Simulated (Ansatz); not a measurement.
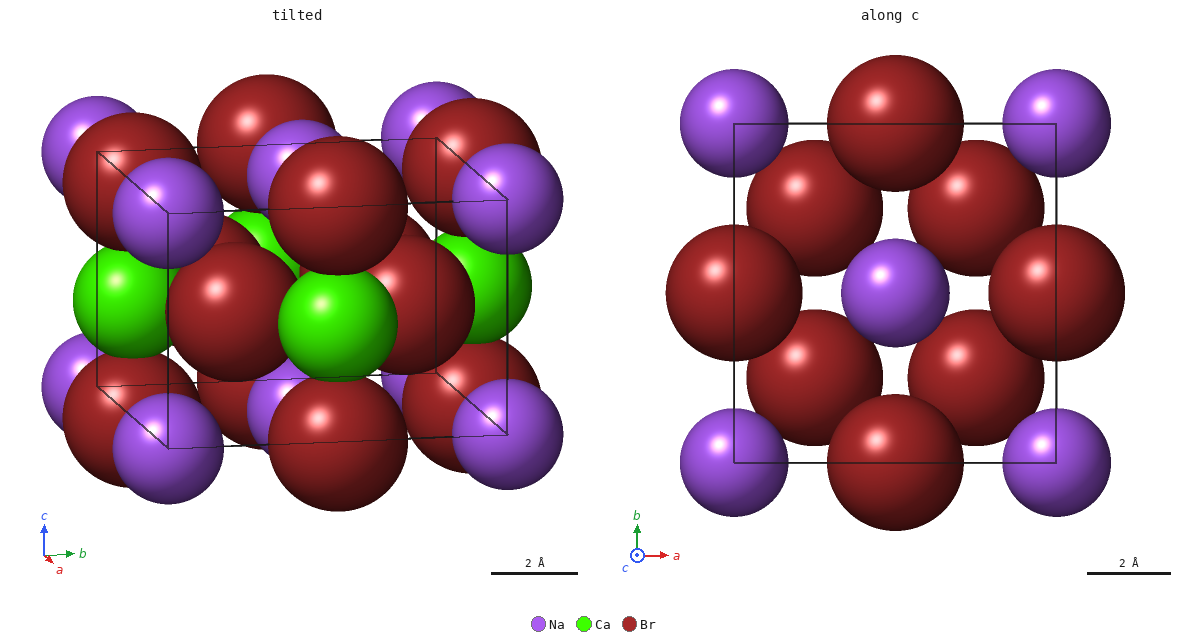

View slightly off an axis and along the c axis, drawn as a space-filling model. The frame is the conventional unit cell; atoms at its boundary are shown with their periodic copies.

NaCaBr$_{3}$, space group Cmmm (No. 65), a = 7.779 Å, b = 8.177 Å, c = 5.641 Å, α = 90.00°, β = 90.00°, γ = 90.00°. The model was built from a structure type filled with these elements by a generator (whether the compound takes this form wasn't checked). The cell was then strained or its atoms displaced on purpose. An electronic-structure calculation with Ansatz was run on it.

This one geometry was computed with Ansatz (DFT, plane waves, PAW) at three levels of theory: PBE, HSE06 and r2SCAN. It was relaxed with r2SCAN and then strained.

How does the band gap change with the level of theory?

Answer. PBE: a gap of 3.04 eV, indirect; r2SCAN: a gap of 3.76 eV, indirect; HSE06: a gap of 4.15 eV, indirect.

Collect the results in a table.

Answer.
| level | cutoff (eV) | k-mesh of the run's cell | gap (eV) | pressure (GPa) |
| --- | --- | --- | --- | --- |
| PBE | 420 | 4×4×4 | 3.04 | 0.4 |
| HSE06 | 420 | 4×4×4 | 4.15 | 0.2 |
| r2SCAN | 500 | 4×4×4 | 3.76 | 0.0 |

Gaps are taken on the k-mesh or band path of each run.
